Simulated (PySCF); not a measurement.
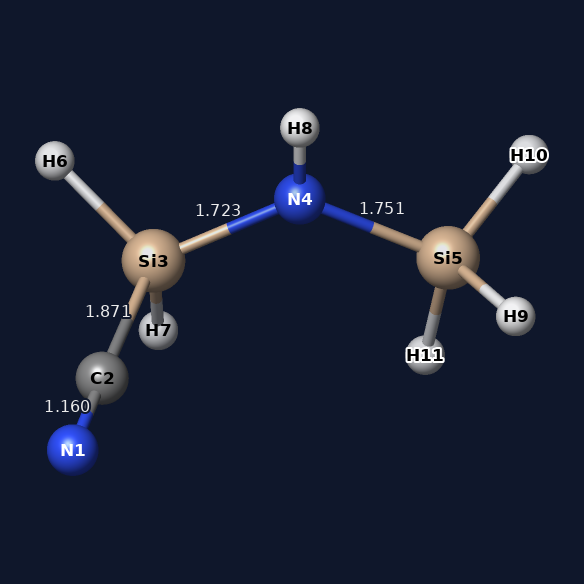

The numbers beside the sticks are distances in Å. Sticks don't show bond order. Computed geometry: PBE0-D3(BJ)/def2-SVP optimisation. No frequency run is at hand to confirm it as a minimum.

Question: Which of the marked bonds are single, double, triple or aromatic?

Answer: N1–C2 triple; C2–Si3 single; Si3–N4 single; N4–Si5 single.

Question: Give the structure as SMILES.

Answer: N#C[SiH2]N[SiH3]
